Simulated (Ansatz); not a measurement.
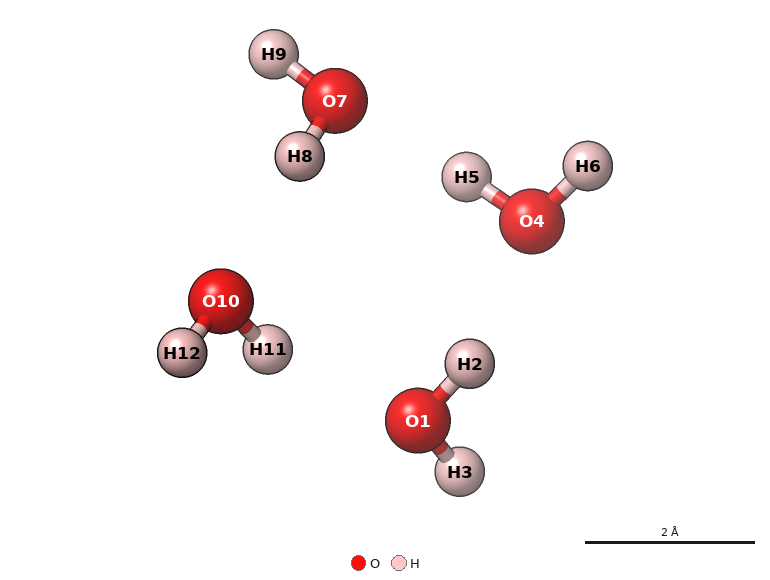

(Drawn from a calculation with Ansatz.)

Orthographic view. Depth is shown by fading: the farther an atom, the more it takes the colour of the background. Geometry: a fixed input geometry, not necessarily a minimum.

List the bonded neighbours of every atom.

O1: H2, H3
O4: H5, H6
O7: H8, H9
O10: H11, H12
(terminal hydrogens appear only as neighbours)
